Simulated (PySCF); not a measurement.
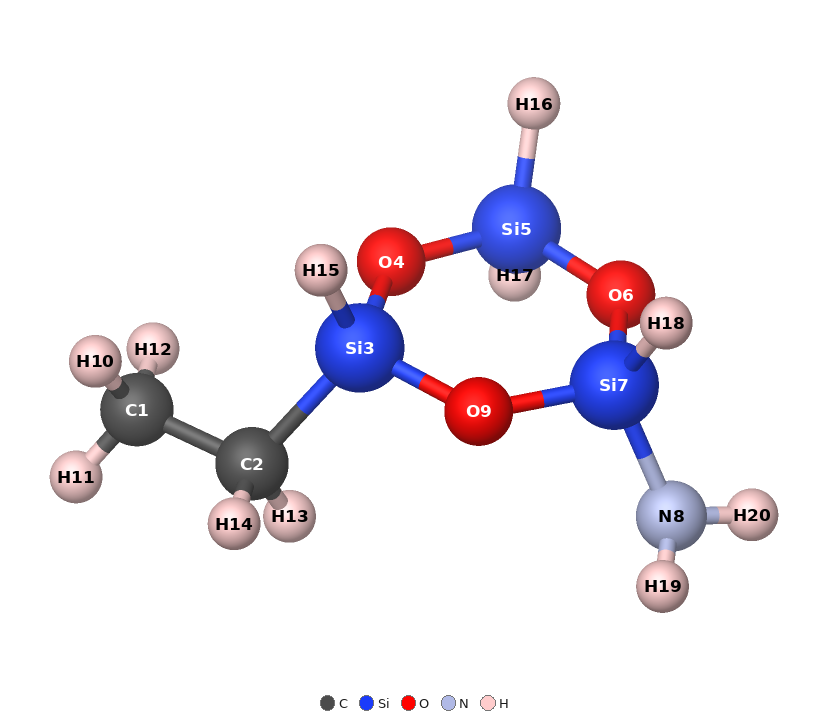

The computed structure is the end point of a GFN2-xTB optimisation. No frequency run is at hand to confirm it as a minimum. Electric field gradients from the ground-state density, PBE0/pcSseg-1 (PySCF 2.14.0), non-relativistic apart from any core potentials.

Give the largest field-gradient component, the quadrupole coupling constant and the asymmetry for 17O at O4 (Q = −25.6 mb), 17O at O6 (Q = −25.6 mb), 14N at N8 (Q = 20.44 mb), 17O at O9 (Q = −25.6 mb).

```
atom  V_zz (a.u.)  e²qQ/h (MHz)     η
  O4        0.876         −5.27  0.54
  O6        0.874         −5.26  0.57
  N8       −0.866         −4.16  0.39
  O9        0.846         −5.09  0.59
```

The geometry is semi-empirical. Around Si such bond lengths and angles can be off by a tenth of an ångström or more and by several degrees, and values that hang on the shape move with them.
